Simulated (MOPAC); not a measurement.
Si2NH5ClF (charge +1): single-point calculation

- system: Si2NH5ClF, charge +1, multiplicity 2
- method: MNDO, unrestricted (MOPAC 23.2.5)

The geometry was optimised with MNDO.

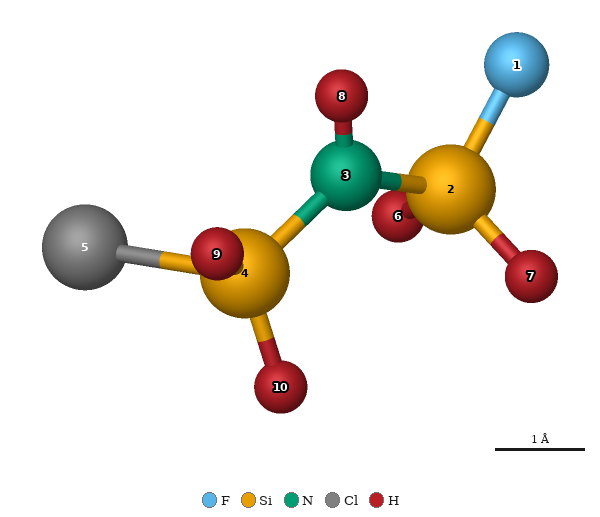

The input geometry (ball-and-stick view, seen at a tilt; atoms are numbered from 1 in the order of the input). Bond lengths as drawn: Cl–Si 2.13 Å, F–Si 1.60 Å, H–N 0.99 Å, H–Si 1.37 to 1.38 Å and N–Si 1.69 to 1.72 Å.

**Input file (run.mop)**
```
MNDO DOUBLET CHARGE=1 DISP 1SCF AUX(PRECISION=9) THREADS=1


F     -1.967810 +1    -1.916497 +1     0.618953 +1
Si    -0.849459 +1    -1.263092 +1    -0.312039 +1
N     -0.206760 +1     0.068672 +1     0.574165 +1
Si     1.025964 +1     1.160758 +1     0.175916 +1
Cl     2.855639 +1     0.394146 +1     0.941604 +1
H      0.133562 +1    -2.192298 +1    -0.593714 +1
H     -1.431323 +1    -0.802378 +1    -1.481007 +1
H     -0.587915 +1     0.196876 +1     1.480542 +1
H      0.846313 +1     2.383444 +1     0.777542 +1
H      1.180684 +1     1.217003 +1    -1.190135 +1
```

Hardware: 1 thread of Intel Xeon (Sapphire Rapids), 64 GiB of memory available, shared host.

Command:
```bash
mopac run.mop
```

**Log**
```
MOPAC v23.2.5
MNDO CALCULATION RESULTS

 *  MNDO       - The MNDO Hamiltonian to be used
 *  DOUBLET    - SPIN STATE DEFINED AS A DOUBLET
 *
 *
 *
 *                 CHARGE ON SYSTEM = +1
 *
 *
 *
 *  1SCF       - DO 1 SCF AND THEN STOP
 *  THREADS=1  - MULTI-THREADING NOT USED
 *  AUX        - OUTPUT AUXILIARY INFORMATION
 *  DISP       - PRINT DISPERSION AND HYDROGEN BOND ENERGIES
MNDO DOUBLET CHARGE=1 DISP 1SCF AUX(PRECISION=9) THREADS=1

   ATOM   CHEMICAL          X               Y               Z
  NUMBER   SYMBOL      (ANGSTROMS)     (ANGSTROMS)     (ANGSTROMS)

     1       F         -1.96781000  *  -1.91649700  *   0.61895300  *
     2      Si         -0.84945900  *  -1.26309200  *  -0.31203900  *
     3       N         -0.20676000  *   0.06867200  *   0.57416500  *
     4      Si          1.02596400  *   1.16075800  *   0.17591600  *
     5      Cl          2.85563900  *   0.39414600  *   0.94160400  *
     6       H          0.13356200  *  -2.19229800  *  -0.59371400  *
     7       H         -1.43132300  *  -0.80237800  *  -1.48100700  *
     8       H         -0.58791500  *   0.19687600  *   1.48054200  *
     9       H          0.84631300  *   2.38344400  *   0.77754200  *
    10       H          1.18068400  *   1.21700300  *  -1.19013500  *

          CARTESIAN COORDINATES

    NO.       ATOM           X           Y           Z

     1         F         -1.9678     -1.9165      0.6190
     2        Si         -0.8495     -1.2631     -0.3120
     3         N         -0.2068      0.0687      0.5742
     4        Si          1.0260      1.1608      0.1759
     5        Cl          2.8556      0.3941      0.9416
     6         H          0.1336     -2.1923     -0.5937
     7         H         -1.4313     -0.8024     -1.4810
     8         H         -0.5879      0.1969      1.4805
     9         H          0.8463      2.3834      0.7775
    10         H          1.1807      1.2170     -1.1901

           Empirical Formula: H5 N F Si2 Cl  =    10 atoms

      MOLECULAR POINT GROUP   :   C1

 DOUBLET STATE CALCULATION

          UHF CALCULATION, NO. OF ALPHA ELECTRONS =   16
                           NO. OF BETA  ELECTRONS =   15

 -------------------------------------------------------------------------------
 MNDO DOUBLET CHARGE=1 DISP 1SCF AUX(PRECISION=9) THREADS=1

     1SCF WAS SPECIFIED, SO BFGS WAS NOT USED
     SCF FIELD WAS ACHIEVED

                              MNDO CALCULATION

          FINAL HEAT OF FORMATION =         47.38350 KCAL/MOL =     198.25256 KJ/MOL

          TOTAL ENERGY            =     -29591.22119 KCAL/MOL = ELECTRONIC ENERGY + CORE-CORE REPULSION
          ENERGY OF ATOMS         =      29638.60469 KCAL/MOL
                              SUM =         47.38350 KCAL/MOL
          DISPERSION ENERGY       =          0.00000 KCAL/MOL
                              SUM =         47.38350 KCAL/MOL = FINAL HEAT OF FORMATION

          TOTAL ENERGY            =      -1283.19680 EV
          ELECTRONIC ENERGY       =      -3380.92484 EV
          CORE-CORE REPULSION     =       2097.72804 EV
          COSMO AREA              =        151.55 SQUARE ANGSTROMS
          COSMO VOLUME            =        148.21 CUBIC ANGSTROMS

          IONIZATION POTENTIAL    =         16.666379 EV
          ALPHA SOMO LUMO (EV)    =        -16.711 -5.459
          BETA  SOMO LUMO (EV)    =        -16.666 -9.180
          NO. OF ALPHA ELECTRONS  =         16
          NO. OF BETA  ELECTRONS  =         15
          MOLECULAR WEIGHT        =        129.6686         POINT GROUP:  C1

          MOLECULAR DIMENSIONS (Angstroms)

            Atom       Atom       Distance
           Cl     5    F     1     5.35806
            H     9    H     6     4.00617
            H    10    H     8     2.70510

          SCF CALCULATIONS        =          1

          WALL-CLOCK TIME         =      0.008 SECONDS
          COMPUTATION TIME        =      0.009 SECONDS

   ATOM   CHEMICAL          X               Y               Z
  NUMBER   SYMBOL      (ANGSTROMS)     (ANGSTROMS)     (ANGSTROMS)

     1       F         -1.96781000  *  -1.91649700  *   0.61895300  *
     2      Si         -0.84945900  *  -1.26309200  *  -0.31203900  *
     3       N         -0.20676000  *   0.06867200  *   0.57416500  *
     4      Si          1.02596400  *   1.16075800  *   0.17591600  *
     5      Cl          2.85563900  *   0.39414600  *   0.94160400  *
     6       H          0.13356200  *  -2.19229800  *  -0.59371400  *
     7       H         -1.43132300  *  -0.80237800  *  -1.48100700  *
     8       H         -0.58791500  *   0.19687600  *   1.48054200  *
     9       H          0.84631300  *   2.38344400  *   0.77754200  *
    10       H          1.18068400  *   1.21700300  *  -1.19013500  *

                             CARTESIAN COORDINATES

   1    F       -1.967810000    -1.916497000     0.618953000
   2   Si       -0.849459000    -1.263092000    -0.312039000
   3    N       -0.206760000     0.068672000     0.574165000
   4   Si        1.025964000     1.160758000     0.175916000
   5   Cl        2.855639000     0.394146000     0.941604000
   6    H        0.133562000    -2.192298000    -0.593714000
   7    H       -1.431323000    -0.802378000    -1.481007000
   8    H       -0.587915000     0.196876000     1.480542000
   9    H        0.846313000     2.383444000     0.777542000
  10    H        1.180684000     1.217003000    -1.190135000

           Empirical Formula: H5 N F Si2 Cl  =    10 atoms

      MOLECULAR POINT GROUP   :   C1

          ALPHA EIGENVALUES
 -48.71301 -42.39275 -29.46848 -26.22768 -25.64399 -23.15451 -21.99915 -21.57680
 -20.61548 -20.36352 -19.56809 -18.27307 -18.09008 -17.31160 -17.04692 -16.71086
  -5.45901  -4.70027  -3.83671  -3.65381  -3.26810  -3.07142  -2.98728  -2.38329
  -1.27902

           BETA EIGENVALUES
 -48.65923 -40.28605 -29.28510 -25.90247 -25.32542 -22.65718 -21.31416 -20.58131
 -20.54925 -19.40817 -18.31490 -18.23306 -17.26058 -16.99083 -16.66638  -9.18006
  -4.95462  -4.45547  -3.73350  -3.50905  -3.10885  -2.95452  -2.91223  -2.09805
  -1.24848

              NET ATOMIC CHARGES AND DIPOLE CONTRIBUTIONS

  ATOM NO.   TYPE          CHARGE      No. of ELECS.   s-Pop       p-Pop
    1          F          -0.480027        7.4800     1.86877     5.61125
    2         Si           1.618947        2.3811     0.97300     1.40806
    3          N          -0.496968        5.4970     1.65255     3.84442
    4         Si           1.493406        2.5066     1.03921     1.46739
    5         Cl          -0.387806        7.3878     1.98948     5.39833
    6          H          -0.229143        1.2291     1.22914
    7          H          -0.241783        1.2418     1.24178
    8          H           0.218676        0.7813     0.78132
    9          H          -0.241559        1.2416     1.24156
   10          H          -0.253742        1.2537     1.25374
 DIPOLE           X         Y         Z       TOTAL
 POINT-CHG.    -3.505     2.200    -3.030     5.129
 HYBRID        -0.604    -0.039     1.111     1.265
 SUM           -4.108     2.160    -1.920     5.023

          ATOMIC ORBITAL ELECTRON POPULATIONS

     Atom    s        px        py        pz
    1  F   1.86877   1.83185   1.91123   1.86817
    2 Si   0.97300   0.49276   0.44692   0.46837
    3  N   1.65255   1.26769   1.34038   1.23635
    4 Si   1.03921   0.42506   0.48729   0.55504
    5 Cl   1.98948   1.55374   1.92291   1.92167
    6  H   1.22914
    7  H   1.24178
    8  H   0.78132
    9  H   1.24156
   10  H   1.25374

                    (SZ)    =    0.500000
                    (S**2)  =    0.760057

          ATOMIC ORBITAL SPIN POPULATIONS

    Atom   Total    s     px     py     pz
         Atomic
    1  F -0.0048 -0.000 -0.001 -0.002 -0.001
    2 Si -0.0754 -0.013 -0.019 -0.025 -0.019
    3  N  0.9915  0.039  0.434  0.360  0.159
    4 Si -0.0715 -0.005 -0.033 -0.025 -0.009
    5 Cl  0.0681 -0.000  0.058  0.004  0.006
    6  H  0.0593  0.059
    7  H  0.0542  0.054
    8  H -0.0333 -0.033
    9  H  0.0116  0.012
   10  H  0.0002  0.000

 *                    *
 * JOB ENDED NORMALLY *
 *                    *

 TOTAL JOB TIME:             0.02 SECONDS

 == MOPAC DONE ==
```

**Results in brief**

```csv
quantity,value
outcome,converged
total energy,−47.156613 hartree
dispersion energy,0.000000 hartree
heat of formation,47.38 kcal/mol
basis functions,25
⟨S²⟩,0.760
peak memory,0.071 GiB
```

**Remarks**

MOPAC's energies along a path are heats of formation.
